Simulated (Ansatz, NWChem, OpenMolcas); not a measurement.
# A ladder of methods for C3H7I (1-iodopropane)

C3H7I has 11 atoms, charge 0, and is taken as a singlet. As SMILES, `CCCI`. Geometry: relaxed at PBE0-D4/def2-TZVP. This is one conformer, not always the lowest.

Each level gives the atomisation enthalpy at 298 K (kJ/mol). The values are calculated. The thermal term (zero-point and 298 K enthalpy, harmonic and unscaled) is that of PBE/def2-SVP; the spin-orbit lowering of the free atoms at 298 K, 30.4 kJ/mol by their spectra, is taken off.

**The experiment to reproduce.** CRC Handbook of Chemistry and Physics gives the atomisation enthalpy at 298 K of the gas as 3813 kJ/mol.

```
                              level                    kind     program  value (kJ/mol)  computed − measured
       HF/def2-SVP (core potential)            Hartree–Fock      Ansatz            2846                 -967
    SVWN5/def2-SVP (core potential)                     LDA      NWChem            4375                 +562
     BLYP/def2-SVP (core potential)                     GGA      Ansatz            3747                  -66
   r2SCAN/def2-SVP (core potential)                meta-GGA  OpenMolcas            3831                  +18
    BHLYP/def2-SVP (core potential)           global hybrid      NWChem            3717                  -96
CAM-B3LYP/def2-SVP (core potential)  range-separated hybrid      Ansatz            3815                   +2
    wB97X/def2-SVP (core potential)  range-separated hybrid      Ansatz            3815                   +2
  CCSD(T)/def2-SVP (core potential)   coupled cluster or CI      NWChem            3645                 -168
```

Nearest: CAM-B3LYP/def2-SVP (core potential) (+2 kJ/mol); farthest: HF/def2-SVP (core potential) (-967 kJ/mol). Computed less measured by kind, in kJ/mol (def2-SVP rows): Hartree–Fock -967; LDA +562; GGA -66; meta-GGA +18; global hybrid -96; range-separated hybrid +2 to +2; coupled cluster or CI -168. In a finite basis correlated wave-function methods underbind, so their errors here aren't those of the basis-set limit. In the correlated wave-function rows the outer d shell of I is correlated, in sets not made for it.

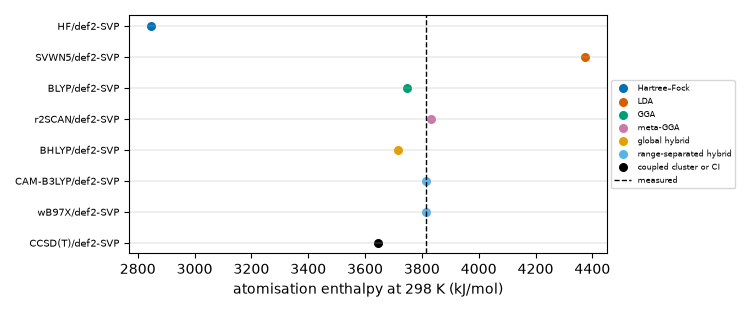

The values of the table, level by level.
